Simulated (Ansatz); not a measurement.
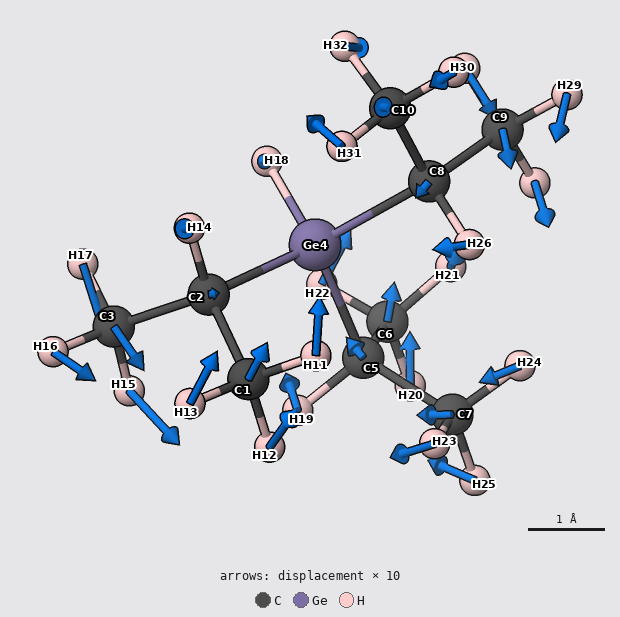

A relaxation of C9H22Ge. The starting structure is drawn; blue arrows show the displacements, magnified 10 times. The two geometries are superimposed by the best rigid fit.

The picture is a ball-and-stick view, seen from a free direction.

The start comes from PBE-D4/def2-SVP.

Computed with RKS PBE0-D4/def2-TZVP (Ansatz 0.2.0). Set-up: force threshold 0.005 eV/Å; at most 150 steps.

**Which element moves most?**

Hydrogen: up to 0.12 Å, against 0.07 Å for carbon.

**Describe the change and its energy.**

The atom that moves furthest after the best rigid fit is an H atom (0.12 Å). By element the largest moves are H 0.12 Å, C 0.07 Å, Ge 0.01 Å. Near-neighbour distances that change, for instance: C–Ge 1.997 → 1.978 Å, C–H 1.111 → 1.094 Å, Ge–H 1.565 → 1.554 Å, C–C 1.533 → 1.523 Å. After 8 geometry steps the energy has fallen by 11.5 kJ/mol. Largest force component: 0.53 eV/Å at the start, 0.005 eV/Å at the end. The forces were under the threshold at step 4, but the run went on from there. The run took about 14 s of wall time on a shared GPU.
